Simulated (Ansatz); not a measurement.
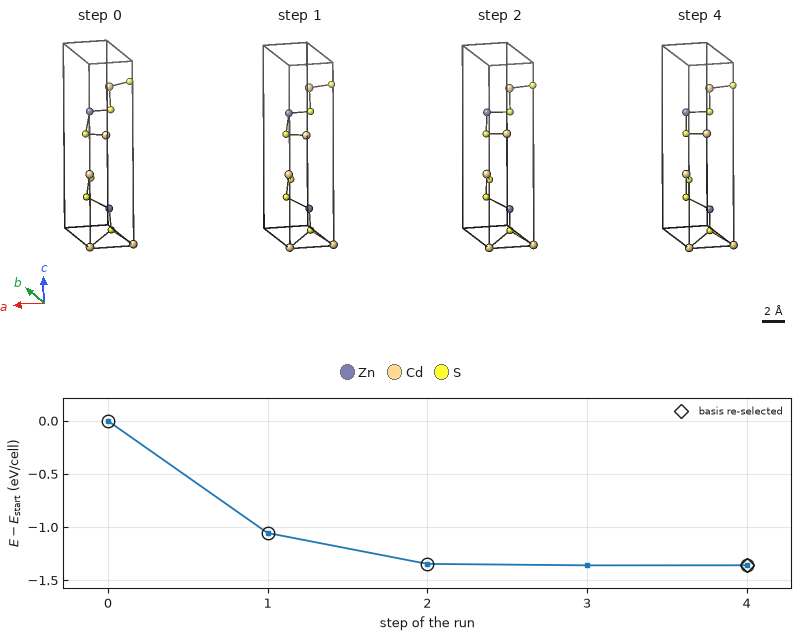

Frames of a relaxation of a crystal of ZnCd₂S₃ (a generated structure, set up in P1) (coarse preliminary run), marked on the history of the run. Style: ball-and-stick. Shown: the cell of the calculation, reduced to other axes, from a free direction. Lengths and directions refer to the drawn axes.

Computed with DFT PBE, scalar-relativistic, plane waves, PAW (Ansatz 0.2.0). (plane-wave cutoff 420 eV; k-point mesh 6 × 6 × 1; occupations gaussian; smearing width 0.1 eV; no spin polarisation; cell and atoms relaxed; force threshold 0.025 eV/Å; at most 60 steps)

> Describe the path.

An S atom moves most relative to the cell: 0.35 Å roughly along [−3 −3 −1]. By element the largest moves are S 0.35 Å, Zn 0.34 Å, Cd 0.33 Å. The volume changes by −0.7 %, with a 3.968 → 4.068 Å (+2.5 %), b 4.092 → 4.069 Å (−0.6 %), c 20.230 → 20.099 Å (−0.6 %), α 89.5° → 90.0°, β 89.6° → 90.0°, γ 62.1° → 60.0°. Among the contacts that change: Cd–S 2.849 → 2.533 Å, S–Zn 2.625 → 2.349 Å, S–Zn 2.696 → 2.448 Å, Cd–S 2.307 → 2.537 Å. Among the angles between lasting bonds that change: Cd–S–Cd 127.8° → 112.7°, S–Cd–S 97.1° → 111.4°, S–Zn–S 119.1° → 106.6°. The space group stays P1 (No. 1). The energy falls by 1.358 eV per cell of the calculation in 3 accepted moves (4 points after the start). Largest force component: 2 eV/Å at the start, 0.01 eV/Å at the end. The pressure goes from 1.65 to 0.01 GPa. At 1 point the geometry stayed and the basis and grid were re-selected for the new cell (energy shift of 0.6 meV per cell of the calculation at most each time). The run took 62 s on 4 threads of Arm Neoverse V2, on a shared host, peak memory 1 GiB. From step 0 to 1: an S atom moves most (0.19 Å), volume −1.6 %, energy −1.054 eV per cell of the calculation. From step 1 to 2: a Cd atom moves most (0.20 Å), volume +0.9 %, energy −0.291 eV per cell of the calculation. From step 2 to 4: a Zn atom moves most (0.07 Å), energy −13.2 meV per cell of the calculation.
